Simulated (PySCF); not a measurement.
**Atomic calculation, with input and output: Dy²⁺**

- system: Dy²⁺, configuration 1s2 2s2 2p6 3s2 3p6 3d10 4s2 4p6 4d10 4f10 5s2 5p6, multiplicity 5.
- method: unrestricted HSE06, cc-pVDZ-X2C, spin-free X2C-1e, Gaussian nucleus (PySCF)

### Key numbers

- outcome: converged
- total energy: −12155.6430 hartree
- ⟨S²⟩: 6.004
- ⟨L²⟩: 34.01
- SCF iterations: 7
- hardware: 1 CPU thread, shared host
- CPU time: 32 s (integrals apart)

### Notes

⟨L²⟩ departs from that of the intended term, so the determinant mixes terms.

### Input file
```python
from pyscf import gto, scf, dft, mp, cc
import basis_set_exchange as bse
mol = gto.M(atom="Dy 0 0 0", charge=2, spin=4, symmetry="D2h",
            basis=gto.basis.parse(bse.get_basis("cc-pVDZ-X2C", elements=["Dy"], fmt="nwchem")),
            nucmod="G")
mf = dft.UKS(mol, xc="HSE06").sfx2c1e()
mf.irrep_nelec = {'Ag': (9, 9), 'B1g': (2, 2), 'B2g': (2, 2), 'B3g': (2, 2), 'Au': (1, 0), 'B1u': (6, 4), 'B2u': (6, 6), 'B3u': (6, 5)}
mf.kernel()
```

The script is an equivalent of what the driver set up; the driver started from orbitals of its own, so the log can be shorter than this script's would be, and it computed the properties (radii, ⟨L²⟩, response) afterwards. It held the occupations shell by shell, which the script's counts by irreducible representation don't always enforce.

### The program's output (extracts)
```
damping factor = 0
level_shift factor = 0
DIIS = <class 'pyscf.scf.diis.CDIIS'>
diis_start_cycle = 1
diis_space = 10
diis_damp = 0
SCF conv_tol = 1e-09
SCF conv_tol_grad = None
number electrons alpha = 34  beta = 30
XC functionals = HSE06
    J. Heyd, G. E. Scuseria, and M. Ernzerhof.,  J. Chem. Phys. 118, 8207 (2003)
    J. Heyd, G. E. Scuseria, and M. Ernzerhof.,  J. Chem. Phys. 124, 219906 (2006)
    A. V. Krukau, O. A. Vydrov, A. F. Izmaylov, and G. E. Scuseria.,  J. Chem. Phys. 125, 224106 (2006)
cycle= 1 E= -12155.6320127058  delta_E= -0.00304  |g|= 0.307  |ddm|= 0.222
cycle= 2 E= -12155.6027826828  delta_E= 0.0292  |g|= 0.573  |ddm|= 0.322
cycle= 3 E= -12155.6429747585  delta_E= -0.0402  |g|= 0.00873  |ddm|= 0.209
cycle= 4 E= -12155.6429838668  delta_E= -9.11e-06  |g|= 0.000132  |ddm|= 0.00349
cycle= 5 E= -12155.642983873  delta_E= -6.23e-09  |g|= 8.56e-05  |ddm|= 0.000133
cycle= 6 E= -12155.642983874  delta_E= -1.01e-09  |g|= 2.05e-06  |ddm|= 3.78e-05
cycle= 7 E= -12155.642983874  delta_E= 1.82e-12  |g|= 2.83e-07  |ddm|= 1.12e-06
converged SCF energy = -12155.642983874  <S^2> = 6.003669  2S+1 = 5.0014674
```

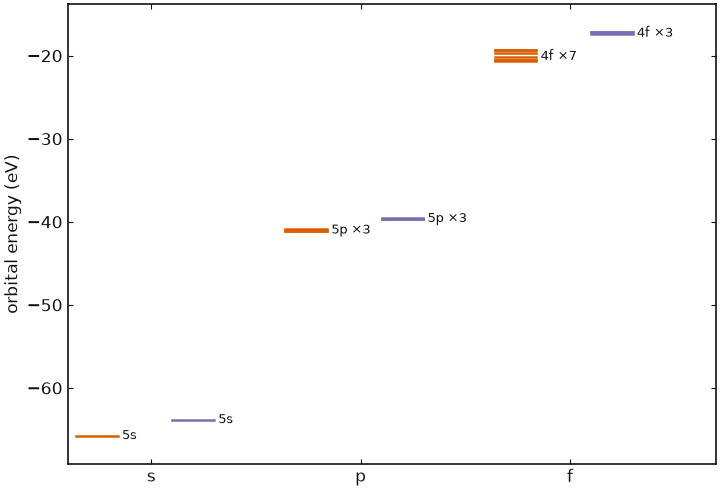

Orbital energies of the mean field, from the top down to −65.8 eV, by angular momentum, α spin at the left of each column and β at the right; ×n counts the orbitals under one label. The highest filled orbital is 4f β at −17.2 eV, the lowest empty one s α at −13.8 eV.
